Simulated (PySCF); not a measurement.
# C3H8BFO: electronic excitations at several levels of theory

How much do the electronic excitations of C3H8BFO (`CBO[C@@H](C)F`) depend on the level of theory, and what does each level cost?

The runs use PySCF 2.14.0, with density-fitted response routines of our own; the level of theory stands in each step. All values are computed, except where a source is named. Atoms count from 0, in the outputs and in this text.

## 1. The molecule as given

14 atoms, charge 0, multiplicity 1; geometry from: GFN2-xTB. The atoms were then displaced at random by about 0.01 Å, so the start is not that level's minimum.

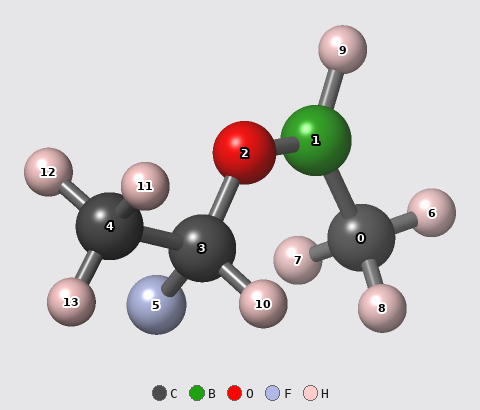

As it starts; carbon dark grey, boron green, oxygen red, fluorine light blue, hydrogen pink, atoms numbered.

## 2. Relaxing the molecule at PBE0-D3(BJ)/def2-SVP

The job: settings as JSON, then the geometry in Å.

```
{"job": {"xc": "PBE0", "basis": "def2-SVP", "d3": "d3bj", "grid": 1, "shake": 0.01, "kind": "geom"}, "charge": 0, "multiplicity": 1}
C      2.216750    -0.445420     0.082550
B      1.293760     0.850760    -0.200280
O     -0.062340     0.874780    -0.138620
C     -0.836780    -0.176310     0.189370
C     -2.322780     0.179350    -0.094070
F     -0.548140    -1.283030    -0.566750
H      3.254090    -0.177220     0.222290
H      2.151450    -1.096070    -0.774370
H      1.856070    -0.982160     0.963380
H      1.748450     1.894100    -0.486780
H     -0.728290    -0.492720     1.250600
H     -2.604120     1.019540     0.556330
H     -2.450710     0.486760    -1.135720
H     -2.974560    -0.667430     0.124330
```

Launch:

```sh
$ OMP_NUM_THREADS=1 python probes_run.py task.json out
```

The driver reads the jobs from task.json and runs them one after another.

Standard output:

```text
step   0  E = -318.50804923  max force = 0.053896
step   1  E = -318.51420595  max force = 0.004613
step   2  E = -318.51430536  max force = 0.004956
step   3  E = -318.51440156  max force = 0.002342
step   4  E = -318.51455580  max force = 0.001431
step   5  E = -318.51457880  max force = 0.000569
step   6  E = -318.51458709  max force = 0.000588
step   7  E = -318.51459088  max force = 0.000467
step   8  E = -318.51459903  max force = 0.000412
optimisation converged
```

It took 37 s on 1 thread of Arm Neoverse V2, shared host; peak memory 0.51 GiB.

Along the way:

```csv
step,energy from step 0 (eV),largest force component (eV/Å)
0,0.0000,2.7714
1,-0.1675,0.2372
2,-0.1702,0.2548
3,-0.1729,0.1204
4,-0.1771,0.0736
5,-0.1777,0.0293
6,-0.1779,0.0302
7,-0.1780,0.0240
8,-0.1782,0.0212
```

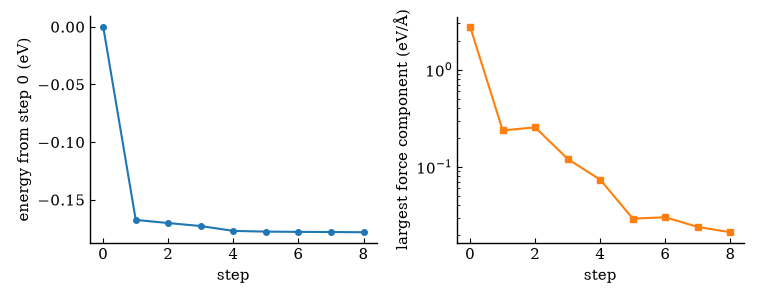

Energy and force, step by step.

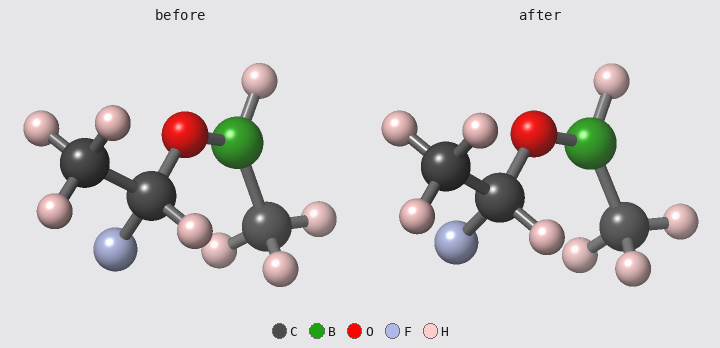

The geometry before (left) and after (right).

Distances of close pairs at the start and the end, largest changes first:

```csv
bond,before (Å),after (Å),change (Å)
C3–C4,1.554,1.502,-0.052
C0–B1,1.616,1.568,-0.049
O2–C3,1.346,1.389,+0.043
B1–H9,1.174,1.212,+0.038
C0–H7,1.078,1.105,+0.027
C0–H6,1.081,1.099,+0.018
C0–H8,1.093,1.102,+0.009
C4–H13,1.091,1.098,+0.008
```

The end geometry stands in the next job.

```csv
at the end point,value
point group (found at 0.08 Å tolerance),C1
"rotational constants (GHz, main isotopes)","6.734, 2.398, 1.977"
dipole moment (D),1.68
```

## 3. TDDFT and polarisability: PBE0/def2-SVP

The job: settings as JSON, then the geometry in Å.

```
{"job": {"kind": "uv", "xc": "PBE0", "basis": "def2-SVP"}, "charge": 0, "multiplicity": 1}
C      2.139903    -0.396181     0.187761
B      1.306113     0.851500    -0.265704
O     -0.057022     0.875760    -0.305114
C     -0.843343    -0.216875     0.037620
C     -2.292319     0.177563     0.008109
F     -0.622803    -1.221211    -0.870450
H      3.179618    -0.139548     0.432621
H      2.160921    -1.113639    -0.651933
H      1.696192    -0.941273     1.036510
H      1.817804     1.885758    -0.635373
H     -0.540272    -0.611497     1.024881
H     -2.478946     0.978848     0.736071
H     -2.547091     0.544653    -0.995927
H     -2.926718    -0.685321     0.251415
```

With the program's defaults for keys left out, this is: TDDFT PBE0/def2-SVP, vertical, gas phase, core orbitals frozen in the response.

Standard output:

```text
coarse grid: 11480 points
cycle   1  E = -318.3494360720  dE =  5.144e-01  |g| = 7.446e-01  |ddm| = 3.580e+00
cycle   2  E = -318.2698673306  dE =  7.957e-02  |g| = 1.012e+00  |ddm| = 1.394e+00
cycle   3  E = -318.4549561386  dE = -1.851e-01  |g| = 9.717e-02  |ddm| = 8.242e-01
cycle   4  E = -318.4567157542  dE = -1.760e-03  |g| = 3.557e-02  |ddm| = 9.704e-02
cycle   5  E = -318.4569644703  dE = -2.487e-04  |g| = 1.061e-02  |ddm| = 3.272e-02
cycle   6  E = -318.4569841844  dE = -1.971e-05  |g| = 2.597e-03  |ddm| = 1.012e-02
cycle   7  E = -318.4569855053  dE = -1.321e-06  |g| = 2.437e-04  |ddm| = 2.175e-03
final grid: 110624 points
cycle   8  E = -318.5068662277  dE = -2.615e-05  |g| = 9.651e-03  |ddm| = 2.388e-02
cycle   9  E = -318.5068504784  dE =  1.575e-05  |g| = 1.337e-02  |ddm| = 1.688e-02
cycle  10  E = -318.5068862055  dE = -3.573e-05  |g| = 1.221e-03  |ddm| = 9.722e-03
cycle  11  E = -318.5068865289  dE = -3.234e-07  |g| = 1.966e-04  |ddm| = 1.219e-03
cycle  12  E = -318.5068865342  dE = -5.314e-09  |g| = 9.935e-05  |ddm| = 2.155e-04
cycle  13  E = -318.5068865358  dE = -1.606e-09  |g| = 1.609e-05  |ddm| = 7.823e-05
cycle  14  E = -318.5068865358  dE = -5.514e-11  |g| = 3.472e-06  |ddm| = 1.965e-05
converged SCF energy = -318.5068865358

Static polarisability (au): isotropic 48.626, principal 40.266 46.940 58.672

Singlet excitations
state   eV       nm        f      main configurations
  1   6.5060    190.6   0.00092   H->L 0.98
  2   7.9423    156.1   0.01480   H-1->L 0.88
  3   8.6293    143.7   0.08165   H-2->L 0.70, H-3->L 0.15
  4   8.9637    138.3   0.04270   H->L+1 0.57, H-3->L 0.38
  5   9.0715    136.7   0.04818   H-3->L 0.42, H->L+1 0.36, H-2->L 0.15
  6   9.4025    131.9   0.01428   H-4->L 0.87
  7   9.8569    125.8   0.00859   H->L+2 0.90
  8   9.9647    124.4   0.01247   H-6->L 0.57, H-5->L 0.20, H-8->L 0.10
  9  10.0640    123.2   0.03696   H-1->L+1 0.83, H-5->L 0.09
 10  10.1283    122.4   0.07151   H-5->L 0.57, H-6->L 0.22

Triplet excitations (Tamm-Dancoff, eV): 5.9241 7.2375 7.6857 8.3526
```

Run time: 11 s. Hardware: 1 thread of Arm Neoverse V2, shared host; peak memory 0.64 GiB.

The orbitals next to the gap, with their largest atomic shares:

```csv
orbital,eV,atoms
HOMO−3,-10.38,"C0 28 %, F5 13 %, O2 12 %"
HOMO−2,-10.02,"O2 49 %, C0 10 %, B1 9 %"
HOMO−1,-9.41,"F5 22 %, O2 16 %, C3 14 %"
HOMO,-8.38,"O2 25 %, B1 22 %, C0 20 %"
LUMO,0.00,"B1 74 %, O2 10 %, H7 6 %"
LUMO+1,1.88,"H10 28 %, H8 18 %, C0 9 %"
LUMO+2,2.50,"H12 21 %, H13 20 %, H11 18 %"
```

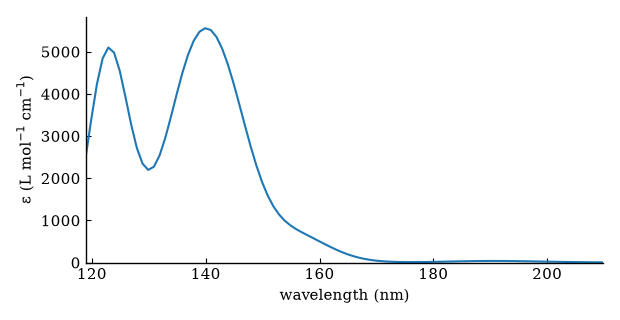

Absorption spectrum: each of the 10 states is a Gaussian band of 0.4 eV half-width at 1/e. Beyond the last state computed it falls off for lack of states.

Ground-state properties from the same run:

```csv
property,computed
dipole moment (D),1.68
polarisability (Å³),7.21
HOMO–LUMO gap (eV),8.38
−ε(HOMO) (eV),8.38
```

## 4. Excited states and response: PBE0/def2-TZVP

The job, as its differences from that of step 3:

```diff
@@ -1,2 +1,2 @@
-{"job": {"kind": "uv", "xc": "PBE0", "basis": "def2-SVP"}, "charge": 0, "multiplicity": 1}
+{"job": {"kind": "uv", "xc": "PBE0", "basis": "def2-TZVP"}, "charge": 0, "multiplicity": 1}
 C      2.139903    -0.396181     0.187761
```

Method: TDDFT PBE0/def2-TZVP, vertical, gas phase, core orbitals frozen in the response.

Standard output:

```text
coarse grid: 11480 points
cycle   1  E = -318.7631001080  dE =  5.487e-01  |g| = 7.879e-01  |ddm| = 2.537e+00
cycle   2  E = -318.6651278390  dE =  9.797e-02  |g| = 1.114e+00  |ddm| = 1.096e+00
cycle   3  E = -318.8735844273  dE = -2.085e-01  |g| = 1.109e-01  |ddm| = 6.734e-01
cycle   4  E = -318.8757270615  dE = -2.143e-03  |g| = 4.288e-02  |ddm| = 7.911e-02
cycle   5  E = -318.8760689255  dE = -3.419e-04  |g| = 1.276e-02  |ddm| = 2.647e-02
cycle   6  E = -318.8760939195  dE = -2.499e-05  |g| = 3.246e-03  |ddm| = 8.302e-03
cycle   7  E = -318.8760957018  dE = -1.782e-06  |g| = 3.404e-04  |ddm| = 1.886e-03
final grid: 110624 points
cycle   8  E = -318.8701558653  dE = -8.323e-05  |g| = 9.687e-03  |ddm| = 6.412e-02
cycle   9  E = -318.8701408713  dE =  1.499e-05  |g| = 1.336e-02  |ddm| = 1.169e-02
cycle  10  E = -318.8701742425  dE = -3.337e-05  |g| = 1.422e-03  |ddm| = 6.635e-03
cycle  11  E = -318.8701746181  dE = -3.756e-07  |g| = 3.419e-04  |ddm| = 1.095e-03
cycle  12  E = -318.8701746374  dE = -1.936e-08  |g| = 1.406e-04  |ddm| = 2.478e-04
cycle  13  E = -318.8701746402  dE = -2.812e-09  |g| = 2.748e-05  |ddm| = 8.584e-05
cycle  14  E = -318.8701746404  dE = -1.247e-10  |g| = 4.929e-06  |ddm| = 1.946e-05
converged SCF energy = -318.8701746404

Static polarisability (au): isotropic 55.318, principal 46.662 53.528 65.762

Singlet excitations
state   eV       nm        f      main configurations
  1   6.4597    191.9   0.00111   H->L 0.98
  2   7.8573    157.8   0.01844   H-1->L 0.89
  3   8.3713    148.1   0.04052   H->L+1 0.82, H-2->L 0.15
  4   8.5561    144.9   0.05473   H-2->L 0.62, H->L+1 0.15, H-3->L 0.12
  5   8.9352    138.8   0.06242   H-3->L 0.80, H-2->L 0.11
  6   9.1688    135.2   0.00530   H->L+2 0.84
  7   9.3418    132.7   0.02181   H->L+3 0.70, H-4->L 0.20
  8   9.3738    132.3   0.02043   H-4->L 0.66, H->L+3 0.16
  9   9.4783    130.8   0.02256   H-1->L+1 0.86
 10   9.8514    125.9   0.00721   H-5->L 0.48, H-6->L 0.21, H->L+4 0.09

Triplet excitations (Tamm-Dancoff, eV): 5.8840 7.2095 7.6311 8.1577
```

Run time: 29 s. Hardware: 1 thread of Arm Neoverse V2, shared host; peak memory 0.95 GiB.

Key values: HOMO -8.46 eV, LUMO -0.17 eV; lowest singlet 6.46 eV.

## 5. Excited states and response: PBE0/aug-cc-pVDZ

The job, as its differences from that of step 4:

```diff
@@ -1,2 +1,2 @@
-{"job": {"kind": "uv", "xc": "PBE0", "basis": "def2-TZVP"}, "charge": 0, "multiplicity": 1}
+{"job": {"kind": "uv", "xc": "PBE0", "basis": "aug-cc-pVDZ"}, "charge": 0, "multiplicity": 1}
 C      2.139903    -0.396181     0.187761
```

With the program's defaults for keys left out, this is: TDDFT PBE0/aug-cc-pVDZ, vertical, gas phase, core orbitals frozen in the response.

Standard output:

```text
coarse grid: 11480 points
cycle   1  E = -318.6686616401  dE =  5.763e-01  |g| = 7.313e-01  |ddm| = 8.458e+00
cycle   2  E = -318.5818728635  dE =  8.679e-02  |g| = 1.022e+00  |ddm| = 2.476e+00
cycle   3  E = -318.7710862125  dE = -1.892e-01  |g| = 1.071e-01  |ddm| = 1.365e+00
cycle   4  E = -318.7732860804  dE = -2.200e-03  |g| = 3.429e-02  |ddm| = 2.098e-01
cycle   5  E = -318.7735130128  dE = -2.269e-04  |g| = 1.176e-02  |ddm| = 5.829e-02
cycle   6  E = -318.7735361843  dE = -2.317e-05  |g| = 2.820e-03  |ddm| = 1.871e-02
cycle   7  E = -318.7735376767  dE = -1.492e-06  |g| = 2.743e-04  |ddm| = 4.784e-03
final grid: 110624 points
cycle   8  E = -318.7800924058  dE = -3.233e-05  |g| = 9.645e-03  |ddm| = 1.588e-01
cycle   9  E = -318.7800779755  dE =  1.443e-05  |g| = 1.316e-02  |ddm| = 4.179e-02
cycle  10  E = -318.7801126264  dE = -3.465e-05  |g| = 1.286e-03  |ddm| = 1.953e-02
cycle  11  E = -318.7801129750  dE = -3.485e-07  |g| = 2.201e-04  |ddm| = 2.275e-03
cycle  12  E = -318.7801129819  dE = -6.930e-09  |g| = 1.193e-04  |ddm| = 4.565e-04
cycle  13  E = -318.7801129842  dE = -2.312e-09  |g| = 2.201e-05  |ddm| = 1.756e-04
cycle  14  E = -318.7801129843  dE = -9.413e-11  |g| = 4.713e-06  |ddm| = 6.374e-05
converged SCF energy = -318.7801129843

Static polarisability (au): isotropic 58.224, principal 49.364 56.560 68.748

Singlet excitations
state   eV       nm        f      main configurations
  1   6.4170    193.2   0.00126   H->L 0.85, H->L+1 0.11
  2   7.4894    165.5   0.02246   H->L+1 0.78, H->L 0.12
  3   7.8151    158.6   0.01453   H-1->L 0.79
  4   7.9895    155.2   0.00470   H->L+2 0.86
  5   8.0896    153.3   0.01848   H->L+3 0.92
  6   8.3137    149.1   0.01623   H->L+4 0.92
  7   8.4201    147.2   0.05458   H-2->L 0.55, H-1->L+1 0.16, H-1->L 0.11
  8   8.5671    144.7   0.01379   H-1->L+1 0.69, H-2->L 0.15
  9   8.6906    142.7   0.02300   H->L+5 0.73, H->L+6 0.12
 10   8.7356    141.9   0.06321   H->L+6 0.79, H->L+5 0.11

Triplet excitations (Tamm-Dancoff, eV): 5.8477 7.1644 7.3773 7.5997
```

Run time: 25 s. Hardware: 1 thread of Arm Neoverse V2, shared host; peak memory 0.87 GiB.

This run: HOMO -8.47 eV, LUMO -0.31 eV; lowest singlet 6.42 eV.

## 6. TDDFT and polarisability: PBE0/def2-TZVPD

The job, as its differences from that of step 5:

```diff
@@ -1,2 +1,2 @@
-{"job": {"kind": "uv", "xc": "PBE0", "basis": "aug-cc-pVDZ"}, "charge": 0, "multiplicity": 1}
+{"job": {"kind": "uv", "xc": "PBE0", "basis": "def2-TZVPD"}, "charge": 0, "multiplicity": 1}
 C      2.139903    -0.396181     0.187761
```

Level: TDDFT PBE0/def2-TZVPD, vertical, gas phase, core orbitals frozen in the response.

Standard output:

```text
coarse grid: 11480 points
cycle   1  E = -318.7644426347  dE =  5.492e-01  |g| = 7.875e-01  |ddm| = 3.117e+00
cycle   2  E = -318.6646494018  dE =  9.979e-02  |g| = 1.118e+00  |ddm| = 1.736e+00
cycle   3  E = -318.8748288014  dE = -2.102e-01  |g| = 1.115e-01  |ddm| = 9.031e-01
cycle   4  E = -318.8769965060  dE = -2.168e-03  |g| = 4.282e-02  |ddm| = 1.205e-01
cycle   5  E = -318.8773400021  dE = -3.435e-04  |g| = 1.282e-02  |ddm| = 3.847e-02
cycle   6  E = -318.8773649492  dE = -2.495e-05  |g| = 3.322e-03  |ddm| = 1.134e-02
cycle   7  E = -318.8773668055  dE = -1.856e-06  |g| = 3.403e-04  |ddm| = 3.206e-03
final grid: 110624 points
cycle   8  E = -318.8714580812  dE = -8.920e-05  |g| = 9.705e-03  |ddm| = 2.507e-01
cycle   9  E = -318.8714430566  dE =  1.502e-05  |g| = 1.339e-02  |ddm| = 1.867e-02
cycle  10  E = -318.8714765681  dE = -3.351e-05  |g| = 1.439e-03  |ddm| = 1.040e-02
cycle  11  E = -318.8714769523  dE = -3.842e-07  |g| = 3.487e-04  |ddm| = 1.610e-03
cycle  12  E = -318.8714769727  dE = -2.035e-08  |g| = 1.433e-04  |ddm| = 3.949e-04
cycle  13  E = -318.8714769756  dE = -2.916e-09  |g| = 2.936e-05  |ddm| = 1.034e-04
cycle  14  E = -318.8714769757  dE = -1.399e-10  |g| = 5.141e-06  |ddm| = 3.463e-05
converged SCF energy = -318.8714769757

Static polarisability (au): isotropic 58.115, principal 49.370 56.431 68.542

Singlet excitations
state   eV       nm        f      main configurations
  1   6.4340    192.7   0.00125   H->L 0.94
  2   7.6748    161.5   0.03110   H->L+1 0.81, H-1->L 0.11
  3   7.8497    157.9   0.00829   H-1->L 0.77, H->L+1 0.11
  4   8.3239    148.9   0.02662   H->L+3 0.56, H->L+2 0.38
  5   8.3752    148.0   0.00178   H->L+2 0.45, H->L+3 0.40
  6   8.4954    145.9   0.06232   H-2->L 0.65, H->L+2 0.11, H-3->L 0.10
  7   8.7619    141.5   0.00210   H-1->L+1 0.67, H->L+4 0.25
  8   8.7861    141.1   0.02270   H->L+4 0.67, H-1->L+1 0.19
  9   8.9023    139.3   0.06911   H-3->L 0.73, H-2->L 0.13
 10   9.1922    134.9   0.05649   H->L+5 0.65, H-1->L+2 0.22

Triplet excitations (Tamm-Dancoff, eV): 5.8573 7.1979 7.5365 7.6262
```

Wall time 42 s (1 thread of Arm Neoverse V2, shared host); peak memory 1.1 GiB.

Key values: HOMO -8.48 eV, LUMO -0.25 eV; lowest singlet 6.43 eV.

## 7. Ultraviolet spectrum: PBE0/6-31+G*

The job, as its differences from that of step 6:

```diff
@@ -1,2 +1,2 @@
-{"job": {"kind": "uv", "xc": "PBE0", "basis": "def2-TZVPD"}, "charge": 0, "multiplicity": 1}
+{"job": {"kind": "uv", "xc": "PBE0", "basis": "6-31+G*"}, "charge": 0, "multiplicity": 1}
 C      2.139903    -0.396181     0.187761
```

Level: TDDFT PBE0/6-31+G*, vertical, gas phase, core orbitals frozen in the response.

Standard output:

```text
coarse grid: 11480 points
cycle   1  E = -318.6821899240  dE =  5.607e-01  |g| = 7.185e-01  |ddm| = 3.291e+00
cycle   2  E = -318.6022729943  dE =  7.992e-02  |g| = 9.927e-01  |ddm| = 1.386e+00
cycle   3  E = -318.7835004082  dE = -1.812e-01  |g| = 1.043e-01  |ddm| = 8.304e-01
cycle   4  E = -318.7856183979  dE = -2.118e-03  |g| = 3.260e-02  |ddm| = 1.165e-01
cycle   5  E = -318.7858269526  dE = -2.086e-04  |g| = 1.105e-02  |ddm| = 3.202e-02
cycle   6  E = -318.7858475125  dE = -2.056e-05  |g| = 2.673e-03  |ddm| = 1.145e-02
cycle   7  E = -318.7858488517  dE = -1.339e-06  |g| = 2.626e-04  |ddm| = 2.644e-03
final grid: 110624 points
cycle   8  E = -318.7497875997  dE = -2.232e-05  |g| = 9.932e-03  |ddm| = 6.701e-02
cycle   9  E = -318.7497718984  dE =  1.570e-05  |g| = 1.367e-02  |ddm| = 2.107e-02
cycle  10  E = -318.7498090550  dE = -3.716e-05  |g| = 1.230e-03  |ddm| = 1.227e-02
cycle  11  E = -318.7498093845  dE = -3.295e-07  |g| = 1.899e-04  |ddm| = 1.514e-03
cycle  12  E = -318.7498093894  dE = -4.926e-09  |g| = 1.095e-04  |ddm| = 2.330e-04
cycle  13  E = -318.7498093913  dE = -1.939e-09  |g| = 1.917e-05  |ddm| = 8.863e-05
cycle  14  E = -318.7498093914  dE = -7.662e-11  |g| = 4.336e-06  |ddm| = 2.948e-05
converged SCF energy = -318.7498093914

Static polarisability (au): isotropic 53.292, principal 44.592 52.062 63.223

Singlet excitations
state   eV       nm        f      main configurations
  1   6.4854    191.2   0.00121   H->L 0.92
  2   7.6758    161.5   0.03047   H->L+1 0.87
  3   7.9172    156.6   0.01393   H-1->L 0.81
  4   8.3181    149.1   0.00996   H->L+2 0.82
  5   8.4205    147.2   0.03648   H->L+3 0.92
  6   8.5591    144.9   0.06830   H-2->L 0.68, H-3->L 0.08, H-1->L 0.08
  7   8.7233    142.1   0.01654   H->L+4 0.87
  8   8.8069    140.8   0.01916   H-1->L+1 0.83
  9   8.9719    138.2   0.04245   H-3->L 0.76, H-2->L 0.11
 10   9.0682    136.7   0.05427   H->L+5 0.78

Triplet excitations (Tamm-Dancoff, eV): 5.9539 7.2590 7.5387 7.7027
```

Wall time 11 s (1 thread of Arm Neoverse V2, shared host); peak memory 0.68 GiB.

In short: HOMO -8.47 eV, LUMO -0.23 eV; lowest singlet 6.49 eV.

## 8. Side by side: electronic excitations

Excitations and ground-state properties, with basis size and wall time:

```csv
run,lowest singlet (eV),brightest (eV),f,gap (eV),α (Å³),μ (D),functions,time
PBE0/def2-SVP,6.51,8.63,0.082,8.38,7.21,1.68,124,11 s
PBE0/def2-TZVP,6.46,8.94,0.062,8.29,8.20,1.61,234,29 s
PBE0/aug-cc-pVDZ,6.42,8.74,0.063,8.15,8.63,1.63,210,25 s
PBE0/def2-TZVPD,6.43,8.90,0.069,8.23,8.61,1.62,300,42 s
PBE0/6-31+G*,6.49,8.56,0.068,8.24,7.90,1.69,124,11 s
```

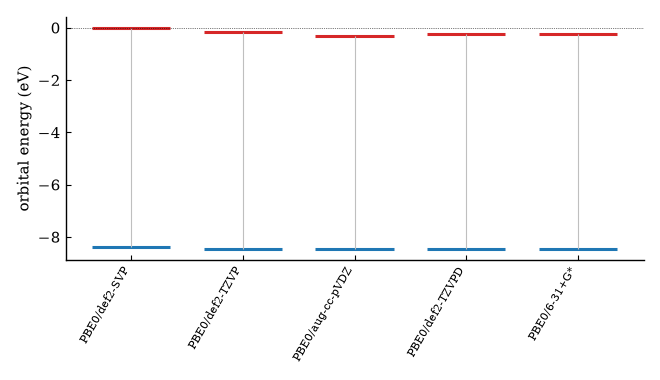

HOMO (blue) and LUMO (red) run by run.

## 9. Summary of results

```
                                quantity                        value
                             point group                           C1
    rotational constants (main isotopes)         6.73, 2.40, 1.98 GHz
          lowest singlet (PBE0/def2-SVP)  6.51 eV (191 nm), f = 0.001
brightest single state of those computed  state 3, 8.63 eV, f = 0.082
                          lowest triplet                      5.92 eV
             range of the lowest singlet              6.42 to 6.51 eV
```

**Reading.** Single values in the summary come from the first run of each kind that ended normally (PBE0/def2-SVP), which need not be the best level. Relaxing lowered the energy by 0.178 eV in 8 steps; the close pair that moved most is C3–C4, from 1.554 to 1.502 Å. No frequency check was run at this level, so the end point may be a saddle. The lowest singlet, at 6.51 eV, is HOMO→LUMO 0.98 and is dark; of the 10 states computed, the strongest absorption comes from state 3 at 8.63 eV (the last state computed is bright too, and its partners may lie past the list). The lowest triplet lies 0.58 eV below the lowest singlet (triplets in Tamm-Dancoff, singlets in full TDDFT). States above −ε(HOMO) lie where TDDFT describes them poorly and they hang on the basis; the brightest is among them. The basis of PBE0/def2-SVP has no diffuse functions, so Rydberg states are missing and the high states are unreliable. The lowest singlet runs from 6.42 eV (PBE0/aug-cc-pVDZ) to 6.51 eV (PBE0/def2-SVP), while the orbital gap spans 8.15 to 8.38 eV. The lowest state need not be the same one in every run.
